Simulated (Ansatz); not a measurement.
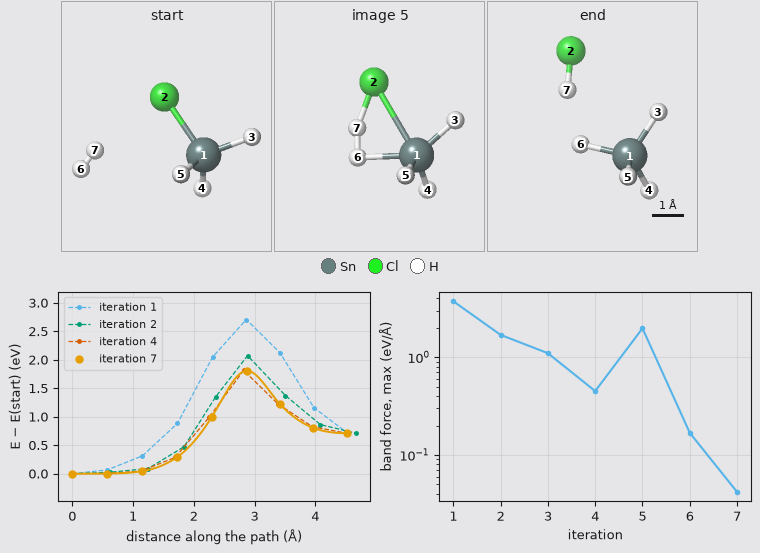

NEB run on SnH5Cl, made up at the start of SnH$_{3}$Cl and H2. Images are numbered from 0 (start) to 8 (end). The plot follows the band through its iterations. A ball-and-stick model, seen at a tilt.

Level of theory: RKS BLYP-D4/def2-SVP in Ansatz. Settings: 7 movable images; climbing image; force threshold 0.05 eV/Å; iteration limit 60; starting path through a guess of the saddle point.

Question: Judge this run.

Answer: The run is converged, with reservations. The band converged in 7 iterations. The largest component of the band force went from 3.7 to 0.042 eV/Å. The climbing image converged on the top of the path. Its vibrational analysis gives 2 imaginary modes over 30i cm⁻¹, so it isn't confirmed as a transition state. The first iteration put the highest image at 2.71 eV. Forward barrier 1.81 eV, backward barrier 1.10 eV, with image 5 at the top; the reaction energy is +0.71 eV.

Limits of the set-up: the start holds two separate molecules, 2.9 Å apart at their closest, whose relative position is a soft coordinate.

The run took 30 s on 1 thread of AMD EPYC 9R45 96-Core Processor (Zen 5) (shared host), peak memory 0.14 GiB.
